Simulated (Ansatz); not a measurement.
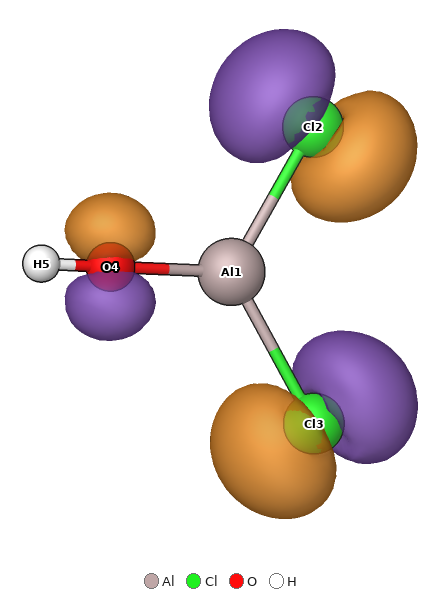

*AlCl$_{2}$HO. The HOMO at ±0.15 Å⁻³ᐟ² (orange and purple are the two phases), seen at a tilt.*

Theory: Ansatz, RKS B3LYP-D4/6-31G.

```xyz
5

Al    0.0249   -0.1019    0.0839
Cl    0.2037    0.0264    2.2473
Cl    1.8347    0.1448   -1.0957
O    -1.4412   -0.3787   -0.6406
H    -2.2836   -0.5374   -1.0515
```

Question: Where does this orbital lie, and at what energy?

Answer: It lies mainly on Cl2 (about 40 %), Cl3 (about 40 %) and O4 (about 10 %); it is symmetric in the molecular plane (an in-plane orbital: σ, lone-pair or in-plane π type); largely a combination of lone pairs on Cl2, Cl3 and O4. Its energy is −8.83 eV.
